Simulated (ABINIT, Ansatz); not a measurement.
# Quasiparticle gap of H6PbCNCl3 (Pm) in ABINIT, part 3 of 3

Aim: the G0W0 gap of H6PbCNCl3 (Pm) on PBEsol, step by step.

ABINIT 10.8.3; PBEsol and many-body steps on it, plane waves. Known limits of the many-body steps: not at the basis limit; no spin-orbit coupling; coarse k mesh.

So far. Step 4 (Empty states on the mesh, 2×2×2 mesh, 668 bands): On this mesh the gap is 2.463 eV. Step 5 (Screening, 2×2×2 mesh, 608 bands, screening to 217.7 eV): Local fields lower ε∞ by 13 %. On a Γ-centred mesh this coarse the value itself is usually too large, while a short band sum pulls it down.

### 6. Self-energy, 2×2×2 mesh, 608 bands, screening to 217.7 eV

The self-energy is evaluated for the states that the input lists, and the levels follow from it, in one-shot runs by the linearised quasiparticle equation.

This step: G0W0 on PBEsol, plane waves, norm-conserving pseudopotentials.

run.abi reads:

```
acell 3*1.0 Angstrom
rprim 
  5.752832000000 0.000000000000 0.000000000000
  0.000000000000 5.764671000000 0.000000000000
  -0.002604000000 0.000000000000 5.855201000000
ntypat 5
znucl 1 82 6 7 17
natom 12
typat 1 1 1 1 1 1 2 3 4 5 5 5
xred 
  0.879476000000 0.500000000000 0.790423000000
  0.813252000000 0.344072000000 0.047387000000
  0.813252000000 0.655928000000 0.047387000000
  0.229661000000 0.354316000000 0.978538000000
  0.229661000000 0.645684000000 0.978538000000
  0.170957000000 0.500000000000 0.216412000000
  0.473988000000 0.000000000000 0.483874000000
  0.894268000000 0.500000000000 0.976848000000
  0.144932000000 0.500000000000 0.040731000000
  0.427891000000 0.000000000000 0.975558000000
  0.429192000000 0.500000000000 0.520036000000
  0.971826000000 0.000000000000 0.439660000000
pp_dirpath "pseudos"
pseudos "H.upf, Pb.upf, C.upf, N.upf, Cl.upf"
ecut 37
ngkpt 2 2 2
nshiftk 1
shiftk 0 0 0
kptopt 1
chksymbreak 0
istwfk *1
occopt 1
irdwfk 1
optdriver 4
nband 608
gwcalctyp 0
ecutsigx 37
symsigma 1
nkptgw 2
kptgw 
  0.5000000000 0.5000000000 0.5000000000
  0.0000000000 0.0000000000 0.0000000000
bdgw 
  28 31
  28 31
ecuteps 8
irdscr 1
ppmodel 1
gwmem 01
indata_prefix "in"
outdata_prefix "out"
tmpdata_prefix "tmp"
```

Started as:

```sh
OMP_NUM_THREADS=1 mpirun -n 16 abinit run.abi > log
```

Numbers of over 12 decimals in the logs are rounded to 6 here.

The program printed:

```text
.Version 10.8.3 of ABINIT. v10.8.2 released Aug 2026.

 Symmetries : space group Pm (#  6); Bravais mP (primitive monocl.)
[... echo of the input left out ...]
== DATASET  1 ==================================================================
-   mpi_nproc: 16, omp_nthreads: 1 (-1 if OMP is not activated)

--- !DatasetInfo
iteration_state: {dtset: 1, }
dimensions: {natom: 12, nkpt: 8, mband: 608, nsppol: 1, nspinor: 1, nspden: 1, mpw: 14134, }
cutoff_energies: {ecut:  37.0, pawecutdg:  -1.0, }
electrons: {nelect:   5.80000000E+01, charge:   0.00000000E+00, occopt:   1.00000000E+00, tsmear:   1.00000000E-02, }

 SIGMA: Calculation of the GW corrections

 Based on a program developped by R.W. Godby, V. Olevano, G. Onida, and L. Reining.
 Incorporated in ABINIT by V. Olevano, G.-M. Rignanese, and M. Torrent.
.Using double precision arithmetic ; gwpc =  8

[... cell and pseudopotentials left out ...]
--------------------------------------------------------------------------------

 ==== K-mesh for the wavefunctions ====
 Number of points in the irreducible wedge :     8
[... list of points left out ...]
 Together with  2 symmetry operations and time-reversal symmetry
 yields     8 points in the full Brillouin Zone.

 ==== Q-mesh for screening function ====
 Number of points in the irreducible wedge :     8
[... list of points left out ...]
 Together with  2 symmetry operations and time-reversal symmetry
 yields     8 points in the full Brillouin Zone.

 vcoul_init : cutoff-mode = AUXILIARY_FUNCTION
 q-points for optical limit:   1
     1)      0.000010    0.000020    0.000030
 setmesh: FFT mesh size selected  =    60x   60x   64
          total number of points  =       230400

 Number of electrons calculated from density =   58.0000; Expected =   58.0000
 average of density, n =  0.044262
 r_s =    1.7537
 omega_plasma =   20.2942 [eV]

 === KS Band Gaps ===
  >>>> For spin  1
   Minimum direct gap =   2.4631 [eV], located at k-point      :   0.5000  0.5000  0.5000
   Fundamental gap    =   2.4631 [eV], Top of valence bands at :   0.5000  0.5000  0.5000
                                       Bottom of conduction at :   0.5000  0.5000  0.5000
 SIGMA fundamental parameters:
 PLASMON POLE MODEL  1
 number of plane-waves for SigmaX                14083
 number of plane-waves for SigmaC and W           1383
 number of plane-waves for wavefunctions         14083
 number of bands                                   608
 number of independent spin polarizations            1
 number of spinorial components                      1
 number of k-points in IBZ                           8
 number of q-points in IBZ                           8
 number of symmetry operations                       2
 number of k-points in BZ                            8
 number of q-points in BZ                            8
 number of frequencies for dSigma/dE                 9
 frequency step for dSigma/dE [eV]                0.25
 number of omega for Sigma on real axis              0
 max omega for Sigma on real axis  [eV]           0.00
 zcut for avoiding poles [eV]                     0.10

 EPSILON^-1 parameters (SCR file):
 dimension of the eps^-1 matrix on file           1383
 dimension of the eps^-1 matrix used              1383
 number of plane-waves for wavefunctions         14083
 number of bands                                   608
 number of q-points in IBZ                           8
 number of frequencies                               2
 number of real frequencies                          1
 number of imag frequencies                          1

 matrix elements of self-energy operator (all in [eV])

 Perturbative Calculation

--- !SelfEnergy_ee
iteration_state: {dtset: 1, }
kpoint     : [   0.500,    0.500,    0.500, ]
spin       : 1
KS_gap     :    2.463
QP_gap     :    4.173
Delta_QP_KS:    1.710
data: !SigmaeeData |
     Band     E0 <VxcDFT>   SigX SigC(E0)      Z dSigC/dE  Sig(E)    E-E0       E
       28  -0.548 -13.932 -18.306   2.503   0.770  -0.299 -15.373  -1.441  -1.989
       29   0.627 -15.051 -17.601   1.291   0.788  -0.270 -16.042  -0.991  -0.363
       30   3.091 -10.596  -6.392  -3.326   0.820  -0.220  -9.876   0.719   3.810
       31   3.113 -10.532  -6.307  -3.324   0.820  -0.219  -9.793   0.739   3.852

--- !SelfEnergy_ee
iteration_state: {dtset: 1, }
kpoint     : [   0.000,    0.000,    0.000, ]
spin       : 1
KS_gap     :    5.799
QP_gap     :    7.803
Delta_QP_KS:    2.004
data: !SigmaeeData |
     Band     E0 <VxcDFT>   SigX SigC(E0)      Z dSigC/dE  Sig(E)    E-E0       E
       28  -0.725 -13.651 -18.066   2.535   0.769  -0.300 -15.097  -1.446  -2.171
       29  -0.698 -13.665 -18.067   2.526   0.769  -0.300 -15.108  -1.443  -2.141
       30   5.101  -7.648  -3.631  -3.351   0.841  -0.189  -7.088   0.561   5.662
       31   6.045 -11.497  -6.923  -3.687   0.804  -0.244 -10.784   0.713   6.758

== END DATASET(S) ==============================================================
================================================================================

 -outvars: echo values of variables after computation  --------
           etotal      0.0000000000E+00
            nband         608
             nkpt           8
          spgroup           6
 [... the other variables as echoed above ...]

 Calculation completed.
```

Elapsed: 4.4 min, on 16 MPI ranks of Intel Xeon Platinum 8259CL at 2.50GHz (Skylake/Cascade Lake), shared host; peak memory 12 GiB.

This step gave:

* G0W0 gap on the points computed: 4.173 eV
* starting gap on the mesh: 2.463 eV
* k of the valence top: 0.5, 0.5, 0.5
* k of the conduction bottom: 0.5, 0.5, 0.5
* Z at the valence top: 0.788
* Z at the conduction bottom: 0.82
* least direct G0W0 gap on the computed points: 4.173 eV

The gap on the mesh goes from 2.46 eV to 4.17 eV, a correction of +1.71 eV.

Limits: finite bands, cutoff and mesh; no spin-orbit coupling; coarse k mesh. v1 is the top filled band, c1 the lowest empty one. The levels before and after the correction (eV, zero at the valence-band top of each column):

|  | conduction bottom | valence top |
| --- | --- | --- |
| Kohn-Sham | 2.46 | 0.00 |
| G0W0 | 4.17 | 0.00 |

```
                      level  energy (eV)
Kohn-Sham  (0.5 0.5 0.5) v2       -1.176
Kohn-Sham  (0.5 0.5 0.5) v1        0.000
Kohn-Sham  (0.5 0.5 0.5) c1        2.463
Kohn-Sham  (0.5 0.5 0.5) c2        2.486
     G0W0  (0.5 0.5 0.5) v2       -1.626
     G0W0  (0.5 0.5 0.5) v1        0.000
     G0W0  (0.5 0.5 0.5) c1        4.173
     G0W0  (0.5 0.5 0.5) c2        4.215
```

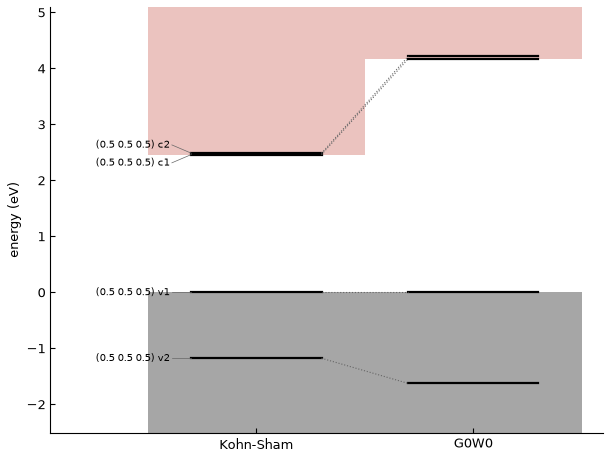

Levels before and after the correction. Shaded: valence and conduction bands.

### 7. Where the time went

Times are wall times on 16 MPI ranks of Intel Xeon Platinum 8259CL at 2.50GHz (Skylake/Cascade Lake), shared host, good to a factor of about two.

```
                          step     time  share  memory (GiB)
                  ground state  2.4 min    4 %           2.5
bands along the symmetry lines     66 s    2 %           1.9
      empty states on the mesh   28 min   53 %           2.9
                     screening   17 min   32 %            18
                   self-energy  4.4 min    8 %            12
```

### 8. Summary of results

```yaml
pbesol_gap: 2.46 eV, direct
g0w0_gap_on_the_mesh: 4.17 eV
gw_settings: 2×2×2 mesh, 608 bands, screening to 217.7 eV, Godby-Needs plasmon pole
known_limits: not at the basis limit; no spin-orbit coupling; coarse k mesh
```

What this shows: G0W0 moves the gap on the mesh from 2.46 eV to 4.17 eV (+1.71 eV), with Z of 0.79 and 0.82 at the edges. Local fields lower the RPA ε∞ on this mesh from 5.60 to 4.88; a Γ-centred mesh this coarse tends to raise both, most where the direct gap is narrow, while a short band sum lowers them. Only 2 of the mesh's irreducible points were corrected, so a valley elsewhere could overtake. The dearest step here is «empty states on the mesh». Bands and cutoff are finite, so the gap is not at the basis limit. The miss can reach some tenths of an eV and take either sign; the mesh is an error of its own. In the G0W0 run levels were corrected at 2 k points alone, so a gap called «on the mesh» is the least over those, and an edge elsewhere would be missed. The 2×2×2 mesh is coarse for this cell, which bears on the long-range parts of exchange and screening. Where an edge is built on 6p states of lead, bismuth or thallium, scalar-relativistic gaps usually stand too wide, by a few tenths to over one eV. The many-body steps are scalar-relativistic: spin-orbit coupling is not in them.

[Paths, hosts, dates, memory and timing lines, banners, echoed tables and standing remarks are left out of the program output.]

[Logs are printed without paths, hosts, clocks, repeated set-up lines and the standing remarks that a program may print on its own settings, such as how far it seeks lower states.]

[Runs of the session that timed out or met a known fault of the program may be left out.]

[Hosts, paths, dates, database ids (printed as entryN), source tags and the programs' standing remarks are cut or masked in the printed files.]

[G0W0 gaps are taken among the corrected bands and points alone; a level outside them can change the order at an edge.]

[Where Ansatz stands beside ABINIT at settings called matched, ABINIT's density can come from a denser mesh and the files from another edition; pairs whose starting gaps differed by over 0.03 eV were left out, so agreement reads better than it is.]
